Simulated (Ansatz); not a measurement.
# InH₂+ (triplet): correlated methods under varied settings at a displaced geometry (v2)

Aim: run InH₂+ (triplet) at one geometry under a spread of methods and options, and see what each costs and gives.

Method: the settings change from run to run; program: Ansatz 0.2.0, Gaussian basis.

9 further runs of the same task are left out: 2 for a known fault of the program, 2 that didn't finish, 5 set aside as unsound or not needed.

## (1) What is computed

The geometry is a PBE0/def2-TZVP stationary point (not a proven minimum) with its atoms shifted at random (size 0.100 Å). No spin-orbit coupling is included. Elements past krypton take def2 core potentials.

3 atoms, charge 1, spin multiplicity 3.

Atoms are counted from 1 here; the program's logs count them from 0.

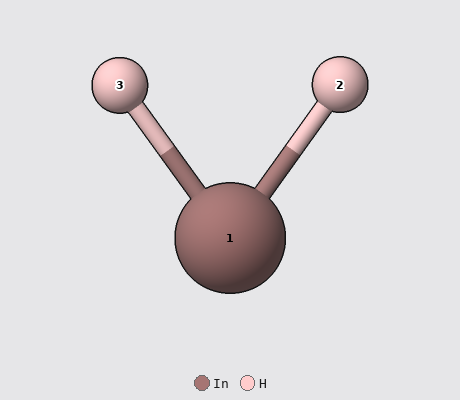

The structure; indium brown, hydrogen pink; atoms are numbered from 1 in the order of the file.

Coordinates:

| atom | x (Å) | y (Å) | z (Å) |
| --- | --- | --- | --- |
| In1 | 0.0022 | 0.0001 | -0.0277 |
| H2 | -0.1627 | 1.1518 | 1.5837 |
| H3 | -0.0861 | -1.1672 | 1.5755 |

## (2) BCCD(T) on UHF/def2-SVP

File in.yaml:

```yaml
crystal:
  periodic: [false, false, false]
  atoms:
    - {symbol: In, position_ang: [0.002184, 0.000135, -0.027733]}
    - {symbol: H, position_ang: [-0.162690, 1.151802, 1.583679]}
    - {symbol: H, position_ang: [-0.086070, -1.167208, 1.575498]}
basis:
  gaussian: {orbitals: def2-SVP, fitting: {mean_field: def2-universal-jkfit}, point_charges: [{charge: -0.50, position_ang: [3.651, 0.455, -0.549]}]}
total_charge: 1
magnetization: {spin_polarized: true, initial_magnetization: 2}
correlation: {method: bccd_t, electrons: valence, diis_vectors: 2}
scf: {lower_state_search: light}
```

Run with:

```bash
$ ansatz run in.yaml --threads 1 --pin off --events-out ev --progress --plain --max-ram 2393MiB
```

Standard output, cut to the lines that bear on the results:

```text
Functional definition: HF
  name "HF"
  cite "Fock, Z. Phys. 61, 126 (1930) doi:10.1007/BF01340294"
  parent pbe
[...]
254 factors; integrals over basis functions are off by at most 4.7e-1 eV
[...]
mean field -5172.45164838 eV, -190.0840920642 hartree, gradient 3.0e-6 eV, S^2 2.069020; 0 other end points of the search recorded, 0 dependent functions left out
4 core orbitals not correlated: weight in the atoms' cores, before any rotation towards them, 1.000 or more for the frozen orbitals, at most 0.000 for the correlated occupied ones
reference -5172.45164838 eV, -190.0840920642 hartree; 8, 6 occupied and 24, 26 virtual orbitals, 254 factors
second order -1.37350027 eV of doubles, -0.00000000 eV of singles
cycle   1  -1.63146337 eV  change   -2.6e-1 eV  update   6.0e-2
[...]
cycle  13  -1.84751520 eV  change    1.4e-5 eV  update   1.7e-5
perturbative correction -0.06229862 eV, -0.0022894322 hartree
Total energy: -5174.36146220 eV, -190.1542764277 hartree
```

Run time: 0.72 s. Hardware: 1 thread of Arm Neoverse V2, shared host.

From the report: ⟨S²⟩ of the determinant 2.069 (pure triplet: 2.00); correlation -1.9098 eV; largest double amplitude 0.10.

## (3) BCCD(T) on UHF/def2-SVPD

File in.yaml:

```yaml
crystal:
  periodic: [false, false, false]
  atoms:
    - {symbol: In, position_ang: [0.002184, 0.000135, -0.027733]}
    - {symbol: H, position_ang: [-0.162690, 1.151802, 1.583679]}
    - {symbol: H, position_ang: [-0.086070, -1.167208, 1.575498]}
basis:
  gaussian: {orbitals: def2-SVPD}
total_charge: 1
magnetization: {spin_polarized: true, initial_magnetization: 2}
correlation: {method: bccd_t, electrons: outside_noble_gas, diis_vectors: 12}
output: {forces: true}
```

The command is unchanged.

Standard output, cut to the lines that bear on the results:

```text
Functional definition: HF
  name "HF"
  cite "Fock, Z. Phys. 61, 126 (1930) doi:10.1007/BF01340294"
  parent pbe
[...]
584 factors; integrals over basis functions are off by at most 2.8e-4 eV
[...]
mean field -5170.49443129 eV, -190.0121656630 hartree, gradient 7.5e-6 eV, S^2 2.069143; 0 other end points of the search recorded, 0 dependent functions left out
9 core orbitals not correlated: weight in the atoms' cores, before any rotation towards them, 0.997 or more for the frozen orbitals, at most 0.003 for the correlated occupied ones
reference -5170.49443129 eV, -190.0121656630 hartree; 3, 1 occupied and 36, 38 virtual orbitals, 584 factors
second order -0.76415663 eV of doubles, -0.00000000 eV of singles
cycle   1  -1.00111969 eV  change   -2.4e-1 eV  update   5.6e-2
[...]
cycle  12  -1.19941650 eV  change   -2.0e-7 eV  update   7.0e-7
perturbative correction -0.02070625 eV, -0.0007609406 hartree
[...]
Total energy: -5171.71455404 eV, -190.0570043470 hartree
Atom 0 at     0.002184     0.000135    -0.027733 Å, force     0.008692     0.001354    -0.110730 eV/Å
Atom 1 at    -0.162690     1.151802     1.583679 Å, force    -0.004010    -0.009499     0.054770 eV/Å
Atom 2 at    -0.086070    -1.167208     1.575498 Å, force    -0.004682     0.008145     0.055960 eV/Å
Dipole moment:    -0.007922    -0.000041     0.100426 e Å
```

Wall time 2.6 s (1 thread of Arm Neoverse V2, shared host).

From the report: ⟨S²⟩ of the determinant 2.069 (pure triplet: 2.00); correlation -1.2201 eV; largest double amplitude 0.10.

## (4) MP2 on UHF/def2-TZVP

File in.yaml:

```yaml
crystal:
  periodic: [false, false, false]
  atoms:
    - {symbol: In, position_ang: [0.002184, 0.000135, -0.027733]}
    - {symbol: H, position_ang: [-0.162690, 1.151802, 1.583679]}
    - {symbol: H, position_ang: [-0.086070, -1.167208, 1.575498]}
basis:
  gaussian: {orbitals: def2-TZVP}
total_charge: 1
magnetization: {spin_polarized: true, initial_magnetization: 2}
correlation: {method: mp2, electrons: outside_noble_gas}
accuracy: high
scf: {lower_state_search: full}
```

The command is unchanged.

Standard output, cut to the lines that bear on the results:

```text
Functional definition: HF
  name "HF"
  cite "Fock, Z. Phys. 61, 126 (1930) doi:10.1007/BF01340294"
  parent pbe
[...]
1178 factors; integrals over basis functions are off by at most 2.9e-9 eV
[...]
mean field -5170.64820129 eV, -190.0178166061 hartree, gradient 1.5e-8 eV, S^2 2.071147; 4 other end points of the search recorded, 0 dependent functions left out
9 core orbitals not correlated: weight in the atoms' cores, before any rotation towards them, 0.997 or more for the frozen orbitals, at most 0.003 for the correlated occupied ones
reference -5170.64820129 eV, -190.0178166061 hartree; 3, 1 occupied and 50, 52 virtual orbitals, 1178 factors
second order -0.83266586 eV of doubles, -0.00000000 eV of singles
Total energy: -5171.48086715 eV, -190.0484165122 hartree
```

Run time: 2.2 s. Hardware: 1 thread of Arm Neoverse V2, shared host.

From the report: ⟨S²⟩ of the determinant 2.071 (pure triplet: 2.00).

## (5) CCSDT(Q)/B on ROHF/def2-SVP

File in.yaml:

```yaml
crystal:
  periodic: [false, false, false]
  atoms:
    - {symbol: In, position_ang: [0.002184, 0.000135, -0.027733]}
    - {symbol: H, position_ang: [-0.162690, 1.151802, 1.583679]}
    - {symbol: H, position_ang: [-0.086070, -1.167208, 1.575498]}
basis:
  gaussian: {orbitals: def2-SVP, point_charges: [{charge: -1.00, position_ang: [2.736, -0.094, -0.536]}]}
total_charge: 1
magnetization: {spin_polarized: false, initial_magnetization: 2}
correlation: {method: ccsdt_q_b, electrons: outside_noble_gas}
output: {forces: true}
```

Launched as before.

Standard output, cut to the lines that bear on the results:

```text
Functional definition: HF
  name "HF"
  cite "Fock, Z. Phys. 61, 126 (1930) doi:10.1007/BF01340294"
  parent pbe
[...]
778 factors; integrals over basis functions are off by at most 8.1e-8 eV
[...]
mean field -5175.73375135 eV, -190.2047071237 hartree, gradient 1.1e-6 eV, S^2 2.000000; 2 other end points of the search recorded, 0 dependent functions left out
9 core orbitals not correlated: weight in the atoms' cores, before any rotation towards them, 0.997 or more for the frozen orbitals, at most 0.003 for the correlated occupied ones
reference -5175.73375135 eV, -190.2047071237 hartree; 3, 1 occupied and 24, 26 virtual orbitals, 778 factors
second order -0.94087336 eV of doubles, -0.23658759 eV of singles
cycle   1  -1.42737200 eV  change   -2.4e-1 eV  update   5.4e-2
[...]
cycle  14  -1.59733361 eV  change   -3.4e-7 eV  update   2.2e-7
perturbative correction -0.00017610 eV, -0.0000064715 hartree
[...]
Total energy: -5177.33126105 eV, -190.2634145225 hartree
Atom 0 at     0.002184     0.000135    -0.027733 Å, force     2.496162    -0.083897    -0.550045 eV/Å
Atom 1 at    -0.162690     1.151802     1.583679 Å, force     0.046534    -0.119142     0.008208 eV/Å
Atom 2 at    -0.086070    -1.167208     1.575498 Å, force     0.025400     0.109503     0.020887 eV/Å
Dipole moment:     0.431138    -0.017659    -0.060135 e Å
```

It took 7 s on 1 thread of Arm Neoverse V2, shared host.

From the report: correlation -1.5975 eV; T1 0.044; largest double amplitude 0.10.

## (6) BCCD(T) on UHF/def2-SVP

File in.yaml:

```yaml
crystal:
  periodic: [false, false, false]
  atoms:
    - {symbol: In, position_ang: [0.002184, 0.000135, -0.027733]}
    - {symbol: H, position_ang: [-0.162690, 1.151802, 1.583679]}
    - {symbol: H, position_ang: [-0.086070, -1.167208, 1.575498]}
basis:
  gaussian: {orbitals: def2-SVP}
total_charge: 1
magnetization: {spin_polarized: true, initial_magnetization: 2}
correlation: {method: bccd_t, electrons: all, diis_vectors: 2}
output: {forces: true}
```

Same command.

Standard output, cut to the lines that bear on the results:

```text
Functional definition: HF
  name "HF"
  cite "Fock, Z. Phys. 61, 126 (1930) doi:10.1007/BF01340294"
  parent pbe
[...]
441 factors; integrals over basis functions are off by at most 5.5e-4 eV
[...]
mean field -5170.47361474 eV, -190.0114006687 hartree, gradient 1.4e-6 eV, S^2 2.068721; 0 other end points of the search recorded, 0 dependent functions left out
reference -5170.47361474 eV, -190.0114006687 hartree; 12, 10 occupied and 24, 26 virtual orbitals, 441 factors
second order -1.80085605 eV of doubles, -0.00000000 eV of singles
cycle   1  -2.03219992 eV  change   -2.3e-1 eV  update   6.3e-2
[...]
cycle  18  -2.25767906 eV  change   -2.2e-6 eV  update   1.1e-6
perturbative correction -0.07781555 eV, -0.0028596688 hartree
[...]
Total energy: -5172.80910934 eV, -190.0972285124 hartree
Atom 0 at     0.002184     0.000135    -0.027733 Å, force    -0.007195     0.000167     0.091124 eV/Å
Atom 1 at    -0.162690     1.151802     1.583679 Å, force     0.005040    -0.042717    -0.046136 eV/Å
Atom 2 at    -0.086070    -1.167208     1.575498 Å, force     0.002156     0.042551    -0.044988 eV/Å
Dipole moment:    -0.009576    -0.000230     0.121463 e Å
```

Wall time 7 s (1 thread of Arm Neoverse V2, shared host).

From the report: ⟨S²⟩ of the determinant 2.069 (pure triplet: 2.00); correlation -2.3355 eV; largest double amplitude 0.10.

## (7) CCSDT(Q) on ROHF/def2-TZVP

File in.yaml:

```yaml
crystal:
  periodic: [false, false, false]
  atoms:
    - {symbol: In, position_ang: [0.002184, 0.000135, -0.027733]}
    - {symbol: H, position_ang: [-0.162690, 1.151802, 1.583679]}
    - {symbol: H, position_ang: [-0.086070, -1.167208, 1.575498]}
basis:
  gaussian: {orbitals: def2-TZVP, fitting: {mean_field: def2-universal-jkfit}}
total_charge: 1
magnetization: {spin_polarized: false, initial_magnetization: 2}
correlation: {method: ccsdt_q, electrons: outside_noble_gas}
scf: {omitted_lower_state_checks: [cluster_reference]}
output: {forces: true}
```

Same command.

Standard output, cut to the lines that bear on the results:

```text
Functional definition: HF
  name "HF"
  cite "Fock, Z. Phys. 61, 126 (1930) doi:10.1007/BF01340294"
  parent pbe
[...]
254 factors; integrals over basis functions are off by at most 9.2e-1 eV
[...]
mean field -5170.19787182 eV, -190.0012673035 hartree, gradient 3.5e-6 eV, S^2 2.000000; 0 other end points of the search recorded, 0 dependent functions left out
9 core orbitals not correlated: weight in the atoms' cores, before any rotation towards them, 0.997 or more for the frozen orbitals, at most 0.003 for the correlated occupied ones
reference -5170.19787182 eV, -190.0012673035 hartree; 3, 1 occupied and 50, 52 virtual orbitals, 254 factors
second order -1.03998159 eV of doubles, -0.22860151 eV of singles
cycle   1  -1.51395049 eV  change   -2.4e-1 eV  update   5.7e-2
[...]
cycle  14  -1.70933436 eV  change   -8.0e-8 eV  update   1.9e-7
perturbative correction -0.00025014 eV, -0.0000091923 hartree
[...]
Total energy: -5171.90745632 eV, -190.0640933748 hartree
Atom 0 at     0.002184     0.000135    -0.027733 Å, force    -0.000804     0.000630     0.009926 eV/Å
Atom 1 at    -0.162690     1.151802     1.583679 Å, force     0.001850    -0.043025    -0.005584 eV/Å
Atom 2 at    -0.086070    -1.167208     1.575498 Å, force    -0.001046     0.042395    -0.004342 eV/Å
Dipole moment:    -0.009023    -0.000120     0.114404 e Å
Checks for a lower state left out: cluster_reference
```

Run time: 37 s. Hardware: 1 thread of Arm Neoverse V2, shared host; peak memory 1.2 GiB.

From the report: correlation -1.7096 eV; T1 0.052; largest double amplitude 0.10.

## (8) The runs in one table

| level | correlated | functions | energy (eV) | time |
| --- | --- | --- | --- | --- |
| BCCD(T) on UHF/def2-SVP (beside a point charge) | valence | 36 | -5174.3615 | 0.72 s |
| BCCD(T) on UHF/def2-SVPD | outside noble gas | 48 | -5171.7146 | 2.6 s |
| MP2 on UHF/def2-TZVP | outside noble gas | 62 | -5171.4809 | 2.2 s |
| CCSDT(Q)/B on ROHF/def2-SVP (beside a point charge) | outside noble gas | 36 | -5177.3313 | 7 s |
| BCCD(T) on UHF/def2-SVP | all | 36 | -5172.8091 | 7 s |
| CCSDT(Q) on ROHF/def2-TZVP | outside noble gas | 62 | -5171.9075 | 37 s |

## (9) Outcome

| quantity | value |
| --- | --- |
| runs | 6 |
| quickest | BCCD(T) on UHF/def2-SVP (beside a point charge), 0.72 s |
| slowest | CCSDT(Q) on ROHF/def2-TZVP, 37 s |

Total energies in different bases, with other cores or another treatment of relativity can't be set against each other. CCSDT(Q) on ROHF/def2-TZVP took 51 times as long as BCCD(T) on UHF/def2-SVP (beside a point charge); the jobs differ in more than the method.
